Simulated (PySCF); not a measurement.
Vertical excitations of a molecule CH6O2Si2 from TDDFT-PBE/def2-SVPD (PySCF), as energy in eV (oscillator strength): 2.55 (0.000), 4.10 (0.009), 4.54 (0.007), 5.07 (0.027), 5.28 (0.000), 5.60 (0.081), 5.71 (0.002), 5.89 (0.002), 5.90 (0.231), 6.01 (0.037). Lowest triplet (TDA): 1.89 eV. Geometry: B3LYP-D3(BJ)/def2-SVP. The geometry has at least one imaginary mode, so it is a saddle point at that level. The values are those of a single conformer.

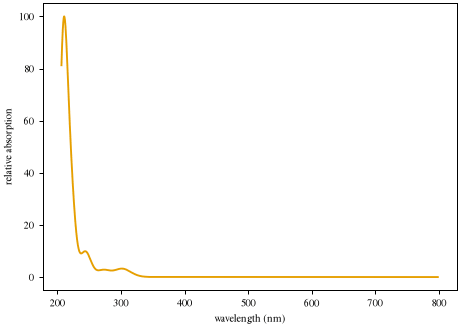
Figure: The lines broadened by 0.4 eV.

### Question
Pick the molecule that these values belong to.
(A) O=C([SiH3])[SiH2]O
(B) [SiH3]C1O[SiH2]O1
(C) O=C[Si@@H](O)[SiH3]
(D) [SiH3][SiH]1OCO1

### Answer
A, O=C([SiH3])[SiH2]O
